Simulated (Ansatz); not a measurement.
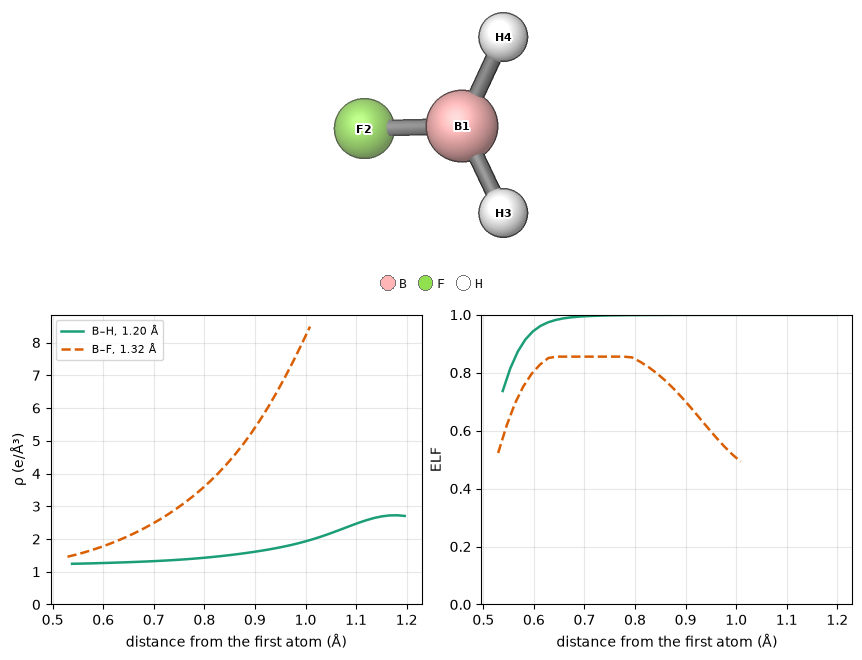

BFH2. Total electron density and ELF along straight lines between neighbouring atoms. The curves leave out the atomic cores. The structure is drawn too.

These are results of RKS B3LYP-D4/6-31G* (Ansatz), not measurements.

Input file:

```
crystal:
  periodic: [false, false, false]
  atoms:
    - { symbol: B, position_ang: [0.303843, 0.0, 0.119415] }
    - { symbol: F, position_ang: [0.371247, 0.0, 1.438065] }
    - { symbol: H, position_ang: [1.345791, 0.0, -0.455485] }
    - { symbol: H, position_ang: [-0.784582, 0.0, -0.388295] }
basis:
  gaussian: { orbitals: "6-31G*" }
hamiltonian:
  xc: b3lyp
  dispersion: d4
relax:
  f_tol: 0.03
  max_steps: 50
output:
  orbitals: {}
```

Command:

```sh
ansatz run input.yaml --threads 1 --pin off --max-ram 2048MiB --backend cpu --events-out ev --progress --plain --runs-dir out
```

The fields are those of the run's last geometry, not of the input's.

Compare the contacts.

B–H (1.20 Å): ρ at the midpoint is about 1.3 e/Å³; the ELF climbs to about 1 towards the hydrogen, as it does in any bond to H; a covalent bond by its length.
B–F (1.32 Å): the density is about 2.2 e/Å³ at the midpoint; the ELF peaks at about 0.85 between the atoms: a polar covalent bond.
